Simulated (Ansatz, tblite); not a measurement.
# Ga9As9 wurtzite hole sphere (Ga₉As₉H₂₄): spin states and exact exchange

Aim: set other spin states of Ga9As9 wurtzite hole sphere (Ga₉As₉H₂₄) against its singlet, on many levels of theory.

The runs use Ansatz 0.2.0, Gaussian basis; as each input shows.

The runs, in order: triplet, at the geometry of the singlet (GFN1-xTB, GFN2-xTB, PBE0-D4/def2-TZVP, PBE-D4/def2-TZVP); the singlet's energies come from earlier runs.

1 further run of the same task is left out (set aside as unsound or not needed).

## 1. The relaxed structure

The geometry is that of the singlet, from an earlier relaxation (PBE-D4/def2-SVP).

42 atoms, charge 0, spin multiplicity 1.

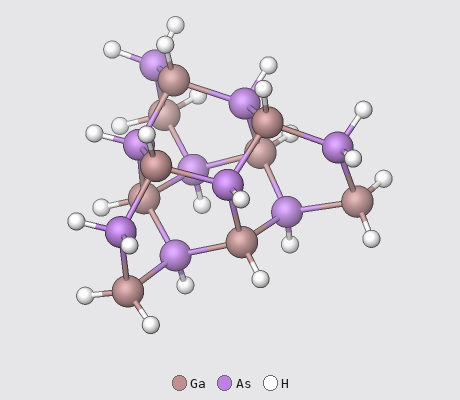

The structure; gallium pink, arsenic purple, hydrogen white.

## 2. Triplet at the fixed geometry, GFN1-xTB

Tight binding, by tblite at 300 K electronic temperature and without a spin-polarisation term:

```python
tblite.interface.Calculator('GFN1-xTB', numbers, positions, charge=0, uhf=2).singlepoint()
```

Energy -1261.7503 eV; 0.59 s.

## 3. Triplet at the fixed geometry, GFN2-xTB

Tight binding, by tblite at 300 K electronic temperature and without a spin-polarisation term:

```python
tblite.interface.Calculator('GFN2-xTB', numbers, positions, charge=0, uhf=2).singlepoint()
```

Energy -1200.6572 eV; 0.72 s.

## 4. Triplet at the fixed geometry, PBE0-D4/def2-TZVP

in.yaml

```yaml
crystal:
  periodic: [false, false, false]
  atoms:
    - {symbol: Ga, position_ang: [0.002221, -4.778967, -1.482466]}
    - {symbol: As, position_ang: [-0.005359, -4.513842, 1.059736]}
    - {symbol: As, position_ang: [-0.000046, -2.322335, -1.944430]}
    - {symbol: Ga, position_ang: [-2.095169, -1.210311, -1.254994]}
    - {symbol: Ga, position_ang: [0.000102, -2.319116, 2.246958]}
    - {symbol: As, position_ang: [-1.905763, -1.098946, 1.241692]}
    - {symbol: As, position_ang: [-2.009722, 1.159484, -1.946508]}
    - {symbol: Ga, position_ang: [-4.138298, 2.386982, -1.487768]}
    - {symbol: Ga, position_ang: [-2.009407, 1.162516, 2.244863]}
    - {symbol: As, position_ang: [-3.908044, 2.260381, 1.054756]}
    - {symbol: Ga, position_ang: [2.095323, -1.210443, -1.255783]}
    - {symbol: As, position_ang: [1.906229, -1.100209, 1.240966]}
    - {symbol: As, position_ang: [2.009896, 1.159543, -1.946922]}
    - {symbol: Ga, position_ang: [0.000197, 2.419146, -1.257234]}
    - {symbol: Ga, position_ang: [2.010791, 1.161227, 2.244343]}
    - {symbol: As, position_ang: [0.000924, 2.201690, 1.239654]}
    - {symbol: Ga, position_ang: [4.136708, 2.390164, -1.488354]}
    - {symbol: As, position_ang: [3.912183, 2.254269, 1.054182]}
    - {symbol: H, position_ang: [-1.400325, -5.408641, -1.833960]}
    - {symbol: H, position_ang: [1.409411, -5.403112, -1.825302]}
    - {symbol: H, position_ang: [-1.154138, -5.303463, 1.680615]}
    - {symbol: H, position_ang: [1.127764, -5.318415, 1.690129]}
    - {symbol: H, position_ang: [-0.000410, -2.180078, -3.465902]}
    - {symbol: H, position_ang: [-3.409917, -1.969511, -1.685124]}
    - {symbol: H, position_ang: [0.000596, -2.426301, 3.818775]}
    - {symbol: H, position_ang: [-3.140359, -1.811814, 1.789106]}
    - {symbol: H, position_ang: [-1.884850, 1.086561, -3.467762]}
    - {symbol: H, position_ang: [-5.382722, 1.481506, -1.832410]}
    - {symbol: H, position_ang: [-3.980547, 3.916439, -1.838579]}
    - {symbol: H, position_ang: [-2.103798, 1.217678, 3.816527]}
    - {symbol: H, position_ang: [-5.170212, 1.675976, 1.682541]}
    - {symbol: H, position_ang: [-4.023883, 3.649071, 1.676684]}
    - {symbol: H, position_ang: [3.409997, -1.969415, -1.686506]}
    - {symbol: H, position_ang: [3.141155, -1.812721, 1.788072]}
    - {symbol: H, position_ang: [1.884859, 1.086850, -3.468175]}
    - {symbol: H, position_ang: [-0.000073, 3.936909, -1.688885]}
    - {symbol: H, position_ang: [2.105173, 1.216485, 3.816011]}
    - {symbol: H, position_ang: [0.001152, 3.627769, 1.785879]}
    - {symbol: H, position_ang: [5.383077, 1.489910, -1.839433]}
    - {symbol: H, position_ang: [3.973377, 3.920482, -1.832908]}
    - {symbol: H, position_ang: [5.171688, 1.657472, 1.675607]}
    - {symbol: H, position_ang: [4.040210, 3.639102, 1.682308]}
basis:
  gaussian: {orbitals: def2-TZVP, fitting: {mean_field: def2-universal-jkfit}}
magnetization: {spin_polarized: true, initial_magnetization: 2}
hamiltonian: {xc: pbe0, dispersion: d4}
scf: {omitted_lower_state_checks: [starts]}
output: {orbitals: {seedname: orbitals}}
```

The run is started by

```sh
> ansatz run in.yaml --threads 11 --pin off --events-out ev --progress --plain --max-ram 174080MiB --backend cuda --devices 0, --max-vram 75GiB
```

Output:

```text
Functional definition: PBE0
  name "PBE0"
  cite "Adamo & Barone, J. Chem. Phys. 110, 6158 (1999) doi:10.1063/1.478522"
  cite "Perdew, Burke & Ernzerhof, Phys. Rev. Lett. 77, 3865 (1996) doi:10.1103/PhysRevLett.77.3865"
  parent pbe
  parameter a = 0.25
  parameter kappa = 0.804
  parameter beta = 0.06672455060314922
  exchange = (1 - a)*pbe_x(kappa = kappa, mu = beta*pi^2/3) + a*exact_x
  correlation = pbe_c(beta = beta)
these checks for a lower state are left out or cut short: starts
5220 factors; integrals over basis functions are off by at most 6.3e-1 eV
mean field evaluation 1: about -1019240.7167 eV, gradient 5.0e1 eV
mean field evaluation 2: about -1019239.1111 eV, gradient 6.2e1 eV
mean field evaluation 4: about -1019245.4120 eV, gradient 6.6e0 eV
mean field evaluation 8: about -1019245.6892 eV, gradient 9.2e-1 eV
mean field evaluation 16: about -1019245.7052 eV, gradient 3.2e-2 eV
mean field evaluation 32: about -1019245.7057 eV, gradient 2.3e-3 eV
mean field -1019245.70569517 eV, -37456.5888147446 hartree, gradient 5.2e-6 eV, S^2 2.004732; 0 other end points of the search recorded, 0 dependent functions left out
reference -1019245.70578255 eV, -37456.5888179558 hartree; 301, 299 occupied and 707, 709 virtual orbitals, 5220 factors
Total energy: -1019248.89738958 eV, -37456.7061073506 hartree
Checks for a lower state left out: starts
```

It took 43 s on 1 × H100 with 11 threads of AMD EPYC 7R13, shared host; peak host memory 1.8 GiB.

Report: HOMO -2.51 eV, LUMO -5.99 eV (over both spins; with the spin held, an empty level of the minority spin lies below the top filled one); ⟨S²⟩ 2.005 (pure: 2.00).

## 5. Triplet at the fixed geometry, PBE-D4/def2-TZVP

start.molden holds the orbitals of an earlier run on this state, given as this run's starting guess.

in.yaml, as its differences from that of step 4:

```diff
@@ -46,5 +46,5 @@
 basis:
-  gaussian: {orbitals: def2-TZVP, fitting: {mean_field: def2-universal-jkfit}}
+  gaussian: {orbitals: def2-TZVP, fitting: {mean_field: def2-universal-jkfit}, initial_orbitals: start.molden}
 magnetization: {spin_polarized: true, initial_magnetization: 2}
-hamiltonian: {xc: pbe0, dispersion: d4}
+hamiltonian: {xc: pbe, dispersion: d4}
 scf: {omitted_lower_state_checks: [starts]}
```

Launched as before.

Output:

```text
Functional definition: PBE
  name "PBE"
  cite "Perdew, Burke & Ernzerhof, Phys. Rev. Lett. 77, 3865 (1996) doi:10.1103/PhysRevLett.77.3865"
  parent pbe
  parameter kappa = 0.804
  parameter beta = 0.06672455060314922
  exchange = pbe_x(kappa = kappa, mu = beta*pi^2/3)
  correlation = pbe_c(beta = beta)
these checks for a lower state are left out or cut short: starts
5220 factors; integrals over basis functions are off by at most 6.3e-1 eV
mean field evaluation 1: about -1019218.5518 eV, gradient 2.3e1 eV
mean field evaluation 2: about -1019219.5068 eV, gradient 1.1e0 eV
mean field evaluation 4: about -1019219.5306 eV, gradient 2.5e-1 eV
mean field evaluation 8: about -1019219.5341 eV, gradient 2.0e-3 eV
mean field evaluation 16: about -1019219.5341 eV, gradient 2.4e-5 eV
mean field -1019219.53408951 eV, -37455.6270259763 hartree, gradient 2.2e-6 eV, S^2 2.001404; 0 other end points of the search recorded, 0 dependent functions left out
reference -1019219.53420742 eV, -37455.6270303095 hartree; 301, 299 occupied and 707, 709 virtual orbitals, 5220 factors
Total energy: -1019223.03523299 eV, -37455.7556906261 hartree
Checks for a lower state left out: starts
```

Wall time 22 s (1 × H100 with 11 threads of AMD EPYC 7R13, shared host); peak host memory 1.8 GiB.

From the report: HOMO -2.32 eV, LUMO -6.05 eV (over both spins; with the spin held, an empty level of the minority spin lies below the top filled one); ⟨S²⟩ 2.001 (pure: 2.00).

## 6. Triplet less singlet, vertical

The singlet's energies are those of its earlier runs, whose logs aren't repeated here.

```tsv
level	triplet less singlet, vertical (kcal/mol)	time
GFN1-xTB	+91.3	0.88 s
GFN2-xTB	+97.3	1 s
PBE-D4/def2-TZVP	+86.3	30 s
PBE0-D4/def2-TZVP	+102.7	55 s
```

Times add the two runs; a level without a time comes out of a correlated run. Tight binding without a spin term can't rank spin states.

## 7. Outcome

```
                                                quantity                                        value
triplet less singlet, vertical, functionals in def2-TZVP  +86.3 (PBE-D4) to +102.7 kcal/mol (PBE0-D4)
```

What this shows: All functionals put the triplet above the singlet, over a spread of 16.4 kcal/mol. The checks for a lower triplet were left out, so another state of that spin may lie lower. These are electronic energies, without zero-point motion, entropy or surroundings.
